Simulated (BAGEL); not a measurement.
# One shape, several levels: BN (SMILES B#N)

We compute a comparison of 4 runs (UHF/3-21G, CASPT2(8,8)/6-31G*, NEVPT2(8,8)/6-31G*, NEVPT2(8,8)/cc-pVTZ) of BN. 

The results are computed with BAGEL 1.2.2.

2 further runs of the same task are left out: 2 set aside as unsound or not needed.

### Step 1. The system as given

BN: 2 atoms, total charge 0, spin state triplet. As SMILES, `B#N`. The B1–N2 distance was set to 2.894 Å, away from the relaxed value.

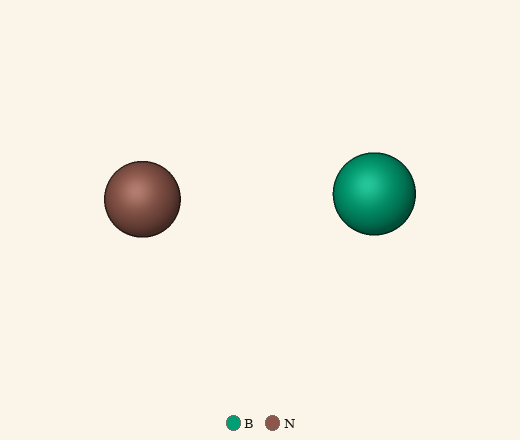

Viewed from a chosen angle; boron teal, nitrogen brown.

### Step 2. The energy at UHF/3-21G (density fitting with cc-pvqz-jkfit) (run 1)

calc.json reads:

```json
{ "bagel": [

{
  "title": "molecule",
  "basis": "3-21g",
  "df_basis": "cc-pvqz-jkfit",
  "angstrom": true,
  "geometry": [
    { "atom": "B", "xyz": [       0.000000,       0.000000,      -1.602050 ] },
    { "atom": "N", "xyz": [       0.000000,       0.000000,       1.291950 ] }
  ]
},

{ "title": "uhf", "charge": 0, "nopen": 2 },

{ "title": "print", "file": "orbitals.molden", "orbitals": true }

]}
```

Started as:

```console
BAGEL_NUM_THREADS=1 BAGEL calc.json > calc.out
```

Standard output:

```text
* using 1 threads per process

  ===============================================================
  ===============================================================

  *** Geometry ***

  { "atom" : "B", "xyz" : [      0.000000,      0.000000,     -3.027436 ] },
  { "atom" : "N", "xyz" : [      0.000000,      0.000000,      2.441432 ] },

  Number of auxiliary basis functions:      212

  Since a DF basis is specified, we compute 2- and 3-index integrals:
    o Being stored without compression. Storage requirement is 0.001 GB

  Number of basis functions:       18
  Number of electrons      :       12

    * METHOD: MOLECULE                             0.02

  *** Open-shell HF ***

  === Nuclear Repulsion ===
     6.3998626031

      * DIIS with orbital gradients will be used.

  === UHF iteration (3-21g) ===
      0        -78.24124332          0.06619675           0.00
      1        -78.22156788          0.10791414           0.00
      2        -78.30655427          0.07320402           0.00
      3        -78.40666038          0.00791076           0.00
      4        -78.44724381          0.00599531           0.00
      5        -78.48229186          0.00541648           0.00
[... 10 lines of this table left out ...]
     16        -78.49416908          0.00000001           0.00
     17        -78.49416908          0.00000000           0.00
    * SCF iteration converged.

    * S^2 (UHF) is 2.9410

    * Permanent dipole moment:
           (   -0.000000,    -0.000000,     0.032429) a.u.

    * METHOD: UHF                                  0.06

    * METHOD: PRINT                                0.00

  ===============================================================
```

Run time: 0.24 s. Hardware: 1 thread of Arm Neoverse V2, shared host.

### Step 3. A single-point energy at CASPT2(8,8)/6-31G(d) (density fitting with cc-pvqz-jkfit, spherical functions) (run 2)

input.json reads:

```json
{ "bagel" : [

{
  "title" : "molecule",
  "basis" : "6-31gs.json",
  "df_basis" : "cc-pvqz-jkfit",
  "angstrom" : "true",
  "geometry" : [
    { "atom" : "B", "xyz" : [       0.000000,       0.000000,      -1.602050 ] },
    { "atom" : "N", "xyz" : [       0.000000,       0.000000,       1.291950 ] }
  ]
},

{
  "title" : "hf"
},

{
  "title" : "casscf",
  "nstate" : 1,
  "nact" : 8,
  "nclosed" : 2,
  "nspin" : 2,
  "maxiter" : 200,
  "natocc" : "true"
},

{
  "title" : "print",
  "file" : "orbitals.molden",
  "orbitals" : "true"
},

{
  "title" : "smith",
  "method" : "caspt2",
  "ms" : "true",
  "xms" : "true",
  "sssr" : "true",
  "shift" : 0.0,
  "ncore" : 2
}

]}
```

The basis set 6-31G* is read from a file made from the Basis Set Exchange's data (not shown).

Started as:

```console
BAGEL_NUM_THREADS=1 BAGEL input.json > input.out
```

Standard output:

```text
* using 1 threads per process

  ===============================================================
  ===============================================================

  *** Geometry ***

  { "atom" : "B", "xyz" : [      0.000000,      0.000000,     -3.027436 ] },
  { "atom" : "N", "xyz" : [      0.000000,      0.000000,      2.441432 ] },

  Number of auxiliary basis functions:      212

  Since a DF basis is specified, we compute 2- and 3-index integrals:
    o Being stored without compression. Storage requirement is 0.001 GB

[... 18 lines left out ...]
    * SCF iteration converged.
[... 1 line left out ...]
    * Permanent dipole moment:
[... 22 lines left out ...]
    * Second-order optimization converged. *
[... 15 lines left out ...]
     * ci vector, state   0, <S^2> = 2.0000
[... 24 lines left out ...]
    * Zeroth order energy : state  0       -3.3479990548

    * CASPT2 iteration is performed using redundant basis

      ---- iteration ----

        0    -0.10718413     0.00603349      0.11
        1    -0.10754565     0.00043259      0.11
        2    -0.10754941     0.00005112      0.11
        3    -0.10754945     0.00000372      0.11
        4    -0.10754945     0.00000038      0.11

      -------------------

    * CASPT2 energy : state  0      -79.0478581980
        reference weight              0.9608510500

    * METHOD: SMITH                                1.55

  ===============================================================
```

It took 3 s on 1 thread of Arm Neoverse V2, shared host; peak memory 0.2 GiB.

Run 3 isn't shown in full; the table further down has it.

### Step 4. A single-point energy at NEVPT2(8,8)/cc-pVTZ (density fitting with cc-pvqz-jkfit) (run 4)

input.json reads:

```json
{ "bagel" : [

{
  "title" : "molecule",
  "basis" : "cc-pvtz.json",
  "df_basis" : "cc-pvqz-jkfit",
  "angstrom" : true,
  "geometry" : [
    { "atom" : "B", "xyz" : [       0.000000,       0.000000,      -1.602050 ] },
    { "atom" : "N", "xyz" : [       0.000000,       0.000000,       1.291950 ] }
  ]
},

{
  "title" : "hf"
},

{
  "title" : "casscf",
  "nstate" : 1,
  "nact" : 8,
  "nclosed" : 2,
  "nspin" : 2,
  "maxiter" : 200,
  "natocc" : true
},

{
  "title" : "nevpt2",
  "nstate" : 1,
  "nact" : 8,
  "nclosed" : 2,
  "nspin" : 2,
  "maxiter" : 200,
  "natocc" : true,
  "ncore" : 2
},

{
  "title" : "print",
  "file" : "orbitals.molden",
  "orbitals" : true
}

]}
```

The basis set cc-pVTZ is read from a file made from the Basis Set Exchange's data (not shown).

Started as:

```console
BAGEL_NUM_THREADS=1 BAGEL input.json > input.out
```

Standard output:

```text
* using 1 threads per process

  ===============================================================
  ===============================================================

  *** Geometry ***

  { "atom" : "B", "xyz" : [      0.000000,      0.000000,     -3.027436 ] },
  { "atom" : "N", "xyz" : [      0.000000,      0.000000,      2.441432 ] },

  Number of auxiliary basis functions:      212

  Since a DF basis is specified, we compute 2- and 3-index integrals:
    o Being stored without compression. Storage requirement is 0.006 GB

[... 18 lines left out ...]
    * SCF iteration converged.
[... 1 line left out ...]
    * Permanent dipole moment:
[... 22 lines left out ...]
    * Second-order optimization converged. *
[... 13 lines left out ...]
     * ci vector, state   0, <S^2> = 2.0000
[... 11 lines left out ...]
    * METHOD: CASSCF                               2.61

    * freezing 2 orbitals

  === DF-NEVPT2 calculation ===

    * 3-index integral transformation done
    * assembly done

      NEVPT2 correlation energy:   -0.1264394687      0.03

          (+0)      0.0000000000
          (+0)'     0.0000000000
          (+1)      0.0000000000
          (+1)'     0.0000000000
          (+2)      0.0000000000
          (-1)      0.0000000000
          (-1)'    -0.0628021733
          (-2)     -0.0636372954

      NEVPT2 total energy:        -79.0894027885

    * METHOD: NEVPT2                               6.02

    * METHOD: PRINT                                0.01

  ===============================================================
```

It took 9 s on 1 thread of Arm Neoverse V2, shared host; peak memory 0.51 GiB.

### Step 5. All runs side by side

```csv
run,level,iteration cap,active rule,energy (Eh),wall time
1,UHF/3-21G (density fitting with cc-pvqz-jkfit),–,–,-78.494169,0.24 s
2,"CASPT2(8,8)/6-31G* (density fitting with cc-pvqz-jkfit, spherical functions)",200,valence,-79.047858,3 s
3,"NEVPT2(8,8)/6-31G* (density fitting with cc-pvqz-jkfit, spherical functions)",200,valence,-79.033592,7.5 s
4,"NEVPT2(8,8)/cc-pVTZ (density fitting with cc-pvqz-jkfit)",200,valence,-79.089403,9 s
```

### Step 6. Summary of results

| quantity | value |
| --- | --- |
| run 4: total energy | -79.08940 Eh |

In words: Spin contamination of the reference: run 1 ⟨S²⟩ = 2.94. Where it is this large, the reference is a mixture of spin states, and values that rest on it are in doubt. All runs together took 20 s, the longest 9 s.
